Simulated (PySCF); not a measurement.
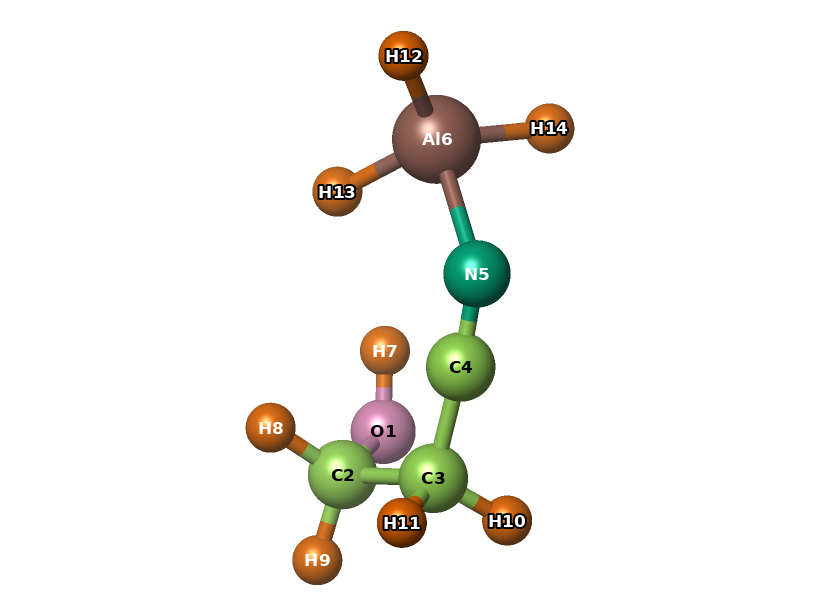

The computed structure is the end point of a GFN2-xTB optimisation. No frequency run is at hand to confirm it as a minimum. Properties computed with delta-SCF UKS SCAN, pcX-2 on the ionised atom, pcseg-1 elsewhere, spin-free X2C (PySCF 2.14.0).

Give the core-electron binding energies (to vacuum; p and d levels without spin–orbit splitting) of O1 1s, C2 1s, C3 1s, C4 1s, N5 1s, Al6 1s, Al6 2p.

| atom | level | binding energy (eV) |
| --- | --- | --- |
| O1 | 1s | 539.3 |
| C2 | 1s | 293.5 |
| C3 | 1s | 293.1 |
| C4 | 1s | 293.6 |
| N5 | 1s | 406.6 |
| Al6 | 1s | 1565.5 |
| Al6 | 2p | 79.2 |

The geometry is semi-empirical. Around Al such bond lengths and angles can be off by a tenth of an ångström or more and by several degrees, and values that hang on the shape move with them.
